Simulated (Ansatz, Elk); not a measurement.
## ZrNbBN: X-ray structure factors from the self-consistent density

The structure of ZrNbBN used here is made up (a known structure type with other elements) and was relaxed beforehand with PBE. The aim is the Fourier transform of its all-electron density, F(hkl), set beside the sum over free spherical atoms that refinements use.

Calculated with Elk 11.2.3 (patched build); DFT, PBE, all-electron APW+lo, Dirac cores, scalar-relativistic bands, static density, no spin.

The structure was built from a prototype and need not be the compound's stable phase.

## (1) Starting point

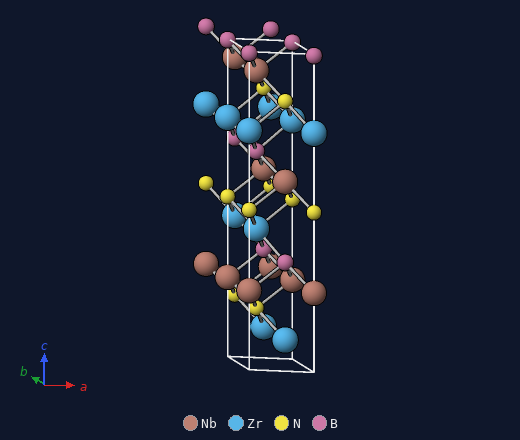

The starting structure, seen slightly off an axis (niobium pink, zirconium blue, nitrogen yellow, boron pink). 1×2×1 cells are drawn. This picture shows the conventional cell, with its axes. Bonds to atoms that aren't drawn are left out. Some periodic images of atoms are drawn too.

## (2) Ground state and structure factors

An all-electron density is needed, since X-rays see the cores too. Task 0 finds the density and task 195 Fourier-transforms it; tshift is off so that phases refer to the origin typed.

Contents of elk.in:

```
tasks
  0
  195

xctype
  20

spinpol
  .false.

rgkmax
  7.0

gmaxvr
  14.0

lmaxo
  7

lmaxapw
  8

swidth
  0.002

tshift
  .false.

ramdisk
  .false.

hmaxvr
  5.5

maxscl
  120

epspot
  1e-06

sppath
  './'

avec
  3.08384381115 1.78045805484 10.14740652050
  -3.08384381115 1.78045805484 10.14740652050
  -0.00000000000 -3.56091610868 10.14740652067

atoms
  4
  'Nb.in'
  1
  0.7507782494 0.7507782494 0.7507782494   0.000000 0.000000 0.000000
  'Zr.in'
  1
  0.2483636335 0.2483636335 0.2483636335   0.000000 0.000000 0.000000
  'N.in'
  1
  0.4974568874 0.4974568874 0.4974568874   0.000000 0.000000 0.000000
  'B.in'
  1
  0.0045012027 0.0045012027 0.0045012027   0.000000 0.000000 0.000000

ngridk
  8 8 8
```

Command:

```
$ OMP_NUM_THREADS=4 elk
```

Numbers of over 12 decimals in the logs are rounded to 6 here.

The log of the run:

```text
┌─────────────────────────┐
│ Elk code version 11.2.3 │
└─────────────────────────┘

All units are atomic (Hartree, Bohr, etc.)

┌─────────────────────────────────────────────────┐
│ Ground-state run starting from atomic densities │
└─────────────────────────────────────────────────┘

Lattice vectors :
   3.083843811       1.780458055       10.14740652
  -3.083843811       1.780458055       10.14740652
  -0.000000000      -3.560916109       10.14740652

Reciprocal lattice vectors :
   1.018726254      0.5881618770      0.2063970826
  -1.018726254      0.5881618770      0.2063970826
  0.1532150177E-16  -1.176323754      0.2063970827

Unit cell volume      :    334.2954228
Brillouin zone volume :   0.7420090031

Muffin-tin inner radius fraction :   0.1000000000E-01

Nuclei treated as point charges

Species : 1 (Nb)
 parameters loaded from : Nb.in
 name : niobium
 nuclear charge    :   -41.00000000
 electronic charge :    41.00000000
 atomic mass :    169357.9704
 muffin-tin radius :    2.500374607
 number of radial points in muffin-tin :   1193
 inner part over the whole radius :   0.9912210257E-02
 number on inner part of muffin-tin    :    847
 approximate nuclear radius :   0.8268951942E-04
 number of mesh points to nuclear radius :    419
 atomic positions (lattice), magnetic fields (Cartesian) :
  1 :   0.75077825  0.75077825  0.75077825    0.00000000  0.00000000  0.00000000

Species : 2 (Zr)
 parameters loaded from : Zr.in
 name : zirconium
 nuclear charge    :   -40.00000000
 electronic charge :    40.00000000
 atomic mass :    166291.1793
 muffin-tin radius :    2.563498900
 number of radial points in muffin-tin :   1193
 inner part over the whole radius :   0.9876060999E-02
 number on inner part of muffin-tin    :    847
 approximate nuclear radius :   0.8202877663E-04
 number of mesh points to nuclear radius :    417
 atomic positions (lattice), magnetic fields (Cartesian) :
  1 :   0.24836363  0.24836363  0.24836363    0.00000000  0.00000000  0.00000000

Species : 3 (N)
 parameters loaded from : N.in
 name : nitrogen
 nuclear charge    :   -7.000000000
 electronic charge :    7.000000000
 atomic mass :    25532.65216
 muffin-tin radius :    1.763899679
 number of radial points in muffin-tin :    593
 inner part over the whole radius :   0.9982641663E-02
 number on inner part of muffin-tin    :    407
 approximate nuclear radius :   0.4939692610E-04
 number of mesh points to nuclear radius :    170
 atomic positions (lattice), magnetic fields (Cartesian) :
  1 :   0.49745689  0.49745689  0.49745689    0.00000000  0.00000000  0.00000000

Species : 4 (B)
 parameters loaded from : B.in
 name : boron
 nuclear charge    :   -5.000000000
 electronic charge :    5.000000000
 atomic mass :    19707.24742
 muffin-tin radius :    1.741657074
 number of radial points in muffin-tin :    593
 inner part over the whole radius :   0.9818855937E-02
 number on inner part of muffin-tin    :    404
 approximate nuclear radius :   0.4534157419E-04
 number of mesh points to nuclear radius :    161
 atomic positions (lattice), magnetic fields (Cartesian) :
  1 :   0.00450120  0.00450120  0.00450120    0.00000000  0.00000000  0.00000000

Total number of atoms per unit cell :    4
Total muffin-tin volume :    181.1622890
 ratio of muffin-tin to unit cell volume :   0.5419227324

Spin treatment :
 spin-unpolarised

Number of Bravais lattice symmetries :   12
Number of crystal symmetries         :    6
Crystal has no inversion symmetry
Complex Hermitian eigensolver will be used

k-point grid :      8     8     8
k-point offset :    0.000000000       0.000000000       0.000000000
k-point set is reduced with full crystal symmetry group
Total number of k-points :      120

Muffin-tin radius times maximum |G+k| :    7.000000000
 using average radius
Maximum |G+k| for APW functions       :    3.267428422
Maximum (1/2)|G+k|²                   :    5.338044248
Maximum |G| for potential and density :    14.00000000
Constant for pseudocharge density :    9
[...]
total energy                :     -7500.1937796991

Density of states at Fermi energy :    27.75303841
 (states/Hartree/unit cell)

Estimated indirect band gap :   0.3624081298E-02
 from k-point 115 to k-point 32
Estimated direct band gap   :   0.2339990581E-01
 at k-point 106

Charges :
 core                        :    60.00000000
 valence                     :    33.00000000
 interstitial                :    5.591043730
 muffin-tins (core leakage)
  species : 1 (Nb)
   atom 1                    :    37.78443066     (  0.1828366425E-05)
  species : 2 (Zr)
   atom 1                    :    37.84687535     (  0.3648152013E-05)
  species : 3 (N)
[...]
species : 4 (B)
[...]
total in muffin-tins        :    87.40895627
 total calculated charge     :    92.99633199
 total charge                :    93.00000000
 error                       :   0.3668008293E-02

RMS change in Kohn-Sham potential (target) :    2.125238254     (  0.1000000000E-05)
Absolute change in total energy (target)   :   0.1703305161     (  0.1000000000E-03)

[... loops 3 to 18 left out ...]

┌──────────────────┐
│ Loop number : 19 │
└──────────────────┘

Energies :
 Fermi                       :     0.421294
 sum of occupied eigenvalues :     -4430.4256827322
 electron kinetic            :      7752.5946961144
 core electron kinetic       :      7588.6856864380
 Coulomb                     :     -15007.598422810
 Coulomb potential           :     -11864.667780124
 nuclear-nuclear             :     -938.94873011696
 electron-nuclear            :     -16295.250286112
 Hartree                     :      2226.6005934198
 Madelung                    :     -9075.2645327478
 xc potential                :     -318.35259872283
 exchange                    :     -239.81701073824
 correlation                 :     -4.616319
 electron entropic           :    -0.50188434049293E-03
 total energy                :     -7499.4375579522

Density of states at Fermi energy :    37.92103484
 (states/Hartree/unit cell)

Estimated indirect band gap :   0.9381321007E-03
 from k-point 78 to k-point 42
Estimated direct band gap   :   0.1627942850E-01
 at k-point 1

Charges :
 core                        :    60.00000000
 valence                     :    33.00000000
 interstitial                :    5.610993753
 muffin-tins (core leakage)
  species : 1 (Nb)
[...]
species : 2 (Zr)
[...]
species : 3 (N)
[...]
species : 4 (B)
[...]
total in muffin-tins        :    87.38900625
 total calculated charge     :    92.99715775
 total charge                :    93.00000000
 error                       :   0.2842251478E-02

RMS change in Kohn-Sham potential (target) :   0.8837716821E-06 (  0.1000000000E-05)
Absolute change in total energy (target)   :   0.2014742677E-05 (  0.1000000000E-03)

Convergence targets achieved

┌──────────────────┐
│ Loop number : 20 │
└──────────────────┘

Energies :
 Fermi                       :     0.421294
 sum of occupied eigenvalues :     -4430.4256798144
 electron kinetic            :      7752.5946950594
 core electron kinetic       :      7588.6856863225
 Coulomb                     :     -15007.598420140
 Coulomb potential           :     -11864.667781053
 nuclear-nuclear             :     -938.94873011696
 electron-nuclear            :     -16295.250279683
 Hartree                     :      2226.6005896603
 Madelung                    :     -9075.2645296133
 xc potential                :     -318.35259382035
 exchange                    :     -239.81701053148
 correlation                 :     -4.616319
 electron entropic           :    -0.50188431610169E-03
 total energy                :     -7499.4375561312

Density of states at Fermi energy :    37.92103588
 (states/Hartree/unit cell)

Estimated indirect band gap :   0.9381285037E-03
 from k-point 78 to k-point 42
Estimated direct band gap   :   0.1627942412E-01
 at k-point 1

Charges :
 core                        :    60.00000000
 valence                     :    33.00000000
 interstitial                :    5.610993916
 muffin-tins (core leakage)
  species : 1 (Nb)
[...]
species : 2 (Zr)
   atom 1                    :    38.04953062     (  0.3452402492E-05)
  species : 3 (N)
   atom 1                    :    6.419270516     (  0.1122500581E-07)
  species : 4 (B)
   atom 1                    :    3.927424514     (  0.1052608692E-03)
 total in muffin-tins        :    87.38900608
 total calculated charge     :    92.99715775
 total charge                :    93.00000000
 error                       :   0.2842251261E-02

┌──────────────────────────────┐
│ Self-consistent loop stopped │
└──────────────────────────────┘

Warning : core states of species 4 leak from the muffin-tin :   0.1052608692E-03

Wrote STATE.OUT
```

Elapsed: 51 s, on 4 threads of Arm Neoverse V2, shared host; peak memory 0.17 GiB.

SFACRHO.OUT:

```text

h k l indices transformed by vhmat matrix:
   1.000000000       0.000000000       0.000000000    
   0.000000000       1.000000000       0.000000000    
   0.000000000       0.000000000       1.000000000    

      h      k      l  multipl.   |H|            Re(F)            Im(F)           |F|

      0      0      0      1   0.0000000       93.000000      0.91238034E-16   93.000000    
      1      1      1      1  0.61919125      -3.6169652       1.6897896       3.9922207    
     -1     -1     -1      1  0.61919125      -3.6169652      -1.6897896       3.9922207    
      0      1      0      3   1.1942937      -1.4290008     -0.67726691       1.5813709    
      0      0     -1      3   1.1942937      -1.4290008      0.67726691       1.5813709    
     -2     -2     -2      1   1.2383825      -56.530477      -1.0869495       56.540926    
      2      2      2      1   1.2383825      -56.530477       1.0869495       56.540926    
      0     -1     -1      3   1.2466502      -56.422155     -0.35784765       56.423290    
      1      0      1      3   1.2466502      -56.422155      0.35784765       56.423290    
      1      1      2      3   1.4371269       69.024908     -0.63469587       69.027826    
     -1     -2     -1      3   1.4371269       69.024908      0.63469587       69.027826    
     -2     -2     -1      3   1.5648423      0.58053019      0.46139851E-01  0.58236087    
      2      1      2      3   1.5648423      0.58053019     -0.46139851E-01  0.58236087    
      3      3      3      1   1.8575737       2.4632924      0.34601561       2.4874759    
     -3     -3     -3      1   1.8575737       2.4632924     -0.34601561       2.4874759    
     -2     -3     -2      3   1.8630957      -4.5694260      -1.4447061       4.7923720    
      2      3      2      3   1.8630957      -4.5694260       1.4447061       4.7923720    
     -3     -2     -3      3   2.0273436       59.385074       1.0750109       59.394803
```

Elk indexes on the primitive cell of elk.in and gives |H| = 4π sin θ/λ in inverse bohr. Below, one row stands for each form hkl of the conventional cell (m members, Friedel mates merged), F is for one primitive cell and the density is static (no thermal factor). Free-atom factors are Waasmaier and Kirfel's, and R is Σm||F|−|F'||/Σm|F|.

```csv
hkl,m,sin θ/λ (Å⁻¹),"abs F, DFT",neutral atoms,diff.,abs of complex diff.
003,2,0.093,3.992,4.272,-0.280,0.306
101,6,0.180,1.581,1.703,-0.122,0.190
006,2,0.186,56.541,57.354,-0.813,0.817
012,6,0.188,56.423,57.271,-0.848,0.848
104,6,0.216,69.028,68.949,+0.079,0.079
015,6,0.235,0.582,0.639,-0.057,0.125
009,2,0.279,2.487,2.453,+0.034,0.083
107,6,0.280,4.792,4.620,+0.172,0.211
018,6,0.305,59.395,59.377,+0.018,0.031
110,6,0.306,59.453,59.410,+0.043,0.043
113,12,0.320,2.533,2.492,+0.041,0.041
021,6,0.355,0.696,0.690,+0.007,0.071
1 0 10,6,0.357,46.234,45.965,+0.269,0.269
116,12,0.358,46.186,45.911,+0.275,0.276
202,6,0.359,46.144,45.884,+0.259,0.260
0 0 12,2,0.372,53.442,53.386,+0.056,0.062
024,6,0.375,53.610,53.511,+0.099,0.099
0 1 11,6,0.385,5.178,5.108,+0.070,0.080
205,6,0.386,1.103,1.050,+0.053,0.114
119,12,0.415,2.554,2.500,+0.054,0.122
027,6,0.415,3.358,3.325,+0.033,0.082
208,6,0.432,49.638,49.420,+0.218,0.219
```

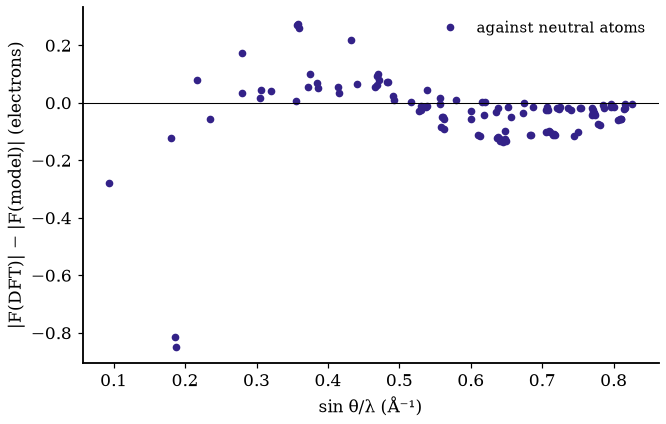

Difference between the calculated structure factors and the independent-atom ones.

## (3) The highest occupied states alone

An energy window below the Fermi level keeps the highest occupied states, to see at which angles they scatter; shallow core shells can lie inside it and anion s states outside. No new self-consistency is needed.

Edit elk.in of step 2 so:

```diff
@@ -1,3 +1,2 @@
 tasks
-  0
   195
@@ -40,2 +39,5 @@
 
+wsfac
+  -0.129950 0.721290
+
 sppath
```

Command:

```
$ OMP_NUM_THREADS=4 elk
```

The log of the run:

```text
┌─────────────────────────────────┐
│ Elk code version 11.2.3 started │
└─────────────────────────────────┘

Info(readinput): the functional depends on the density's gradient
 muffin-tin radial points multiplied by    2.00000
 (not where nrmtscf is given)

┌────────────────────┐
│ Current task : 195 │
└────────────────────┘
Info(checkmt): changed muffin-tin radius of species 1 (Nb) from   2.6000 to   2.5004
Info(checkmt): changed muffin-tin radius of species 2 (Zr) from   2.6000 to   2.5635
Info(checkmt): changed muffin-tin radius of species 3 (N) from   1.8000 to   1.7639
Info(checkmt): changed muffin-tin radius of species 4 (B) from   1.8000 to   1.7417

Info(sfacrho): density structure factors written to SFACRHO.OUT

 Energy window :  -0.1299500000      0.7212900000

┌──────────────────┐
│ Elk code stopped │
└──────────────────┘
```

Run time: 6.2 s. Hardware: 4 threads; peak memory 0.16 GiB; 9.9 s of CPU time.

States within 15 eV below the Fermi level hold 16.66 electrons; any levels below the window count with the cores, and a count that is not whole means the window cuts a band. Their amplitudes can exceed the total, where window and core parts have opposite phase:

| hkl | sin θ/λ (Å⁻¹) | abs F, window | abs F, all |
| --- | --- | --- | --- |
| 003 | 0.093 | 2.117 | 3.992 |
| 101 | 0.180 | 1.743 | 1.581 |
| 006 | 0.186 | 2.708 | 56.541 |
| 012 | 0.188 | 2.763 | 56.423 |
| 104 | 0.216 | 4.003 | 69.028 |
| 015 | 0.235 | 1.488 | 0.582 |
| 009 | 0.279 | 1.180 | 2.487 |
| 107 | 0.280 | 1.420 | 4.792 |
| 018 | 0.305 | 1.590 | 59.395 |
| 110 | 0.306 | 1.594 | 59.453 |

(Continued in part 2 of 2.)

[Logs are printed without paths, hosts, clocks, repeated set-up lines and the standing remarks that a program may print on its own settings, such as how far it seeks lower states.]

[Hosts, paths, dates, database ids (printed as entryN), source tags and the programs' standing remarks are cut or masked in the printed files.]
